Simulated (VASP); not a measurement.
Band structure of ZnF2 (rutile). Calculation: MS2 meta-GGA, VASP's PBE PAW potentials (set 64) (plane waves; VASP).

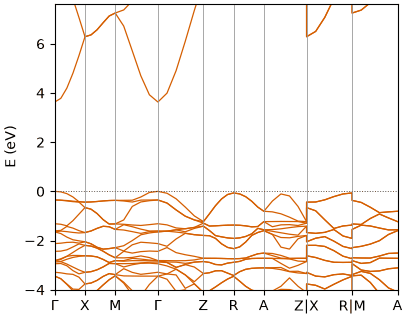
Figure: Bands along high-symmetry lines, zero at the valence-band maximum or, without a gap, the Fermi level

Task: Read the plot: is there a gap, and where are the band edges?

Result: The gap is direct, 3.63 eV, from the valence maximum at Γ to the conduction minimum at Γ.

Measured: gap 7.50 eV (computed value off by -3.87 eV), as given by Dominik Kurzydłowski et al., Inorganic Chemistry (2020), arXiv:1912.01850 [midpoint of the printed range].

The compound is ZnF2 in the rutile structure. It was relaxed first.
